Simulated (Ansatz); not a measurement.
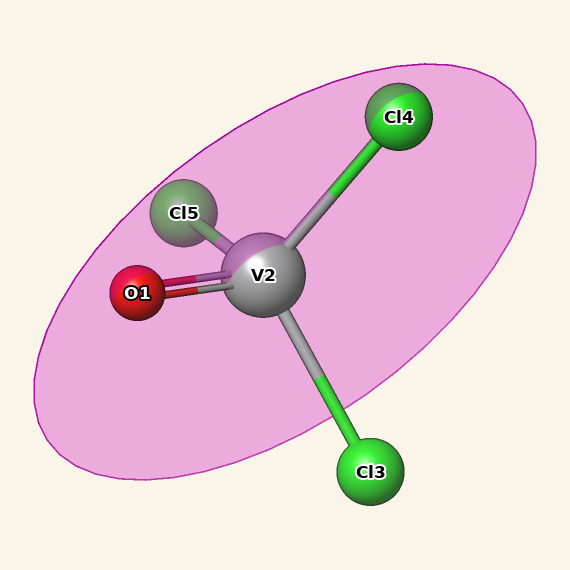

A disc through the centre of mass is drawn in. Distant atoms are faded towards the background colour. The species is neutral and a spin singlet. Computed geometry: PBE0-D4/def2-TZVP optimisation.

Is the plane of the disc a mirror plane of the structure?

Answer. Yes. The reflection leaves O1, V2, Cl4 in place and moves Cl3 ↔ Cl5. The point group is C3v.
